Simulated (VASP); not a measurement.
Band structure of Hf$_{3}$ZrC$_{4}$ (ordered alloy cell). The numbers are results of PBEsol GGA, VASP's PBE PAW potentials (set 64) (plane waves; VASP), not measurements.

Unless said otherwise, spin-orbit coupling is left out, though it shifts the bands of the heavy elements here.

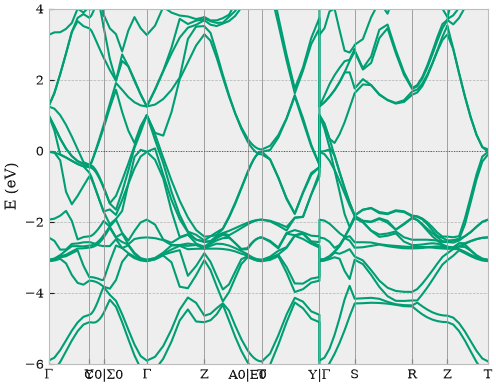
*Bands along high-symmetry lines, zero at the valence-band maximum or, without a gap, the Fermi level*

Q: Read the plot: is there a gap, and where are the band edges?

A: It has no gap at this level: it comes out as a metal or semimetal. (Edges off the drawn lines would not show.)

The structure was generated: Hf3ZrC4 was put into an ordered model structure (Cmmm), which need not be its known phase. It was relaxed first.
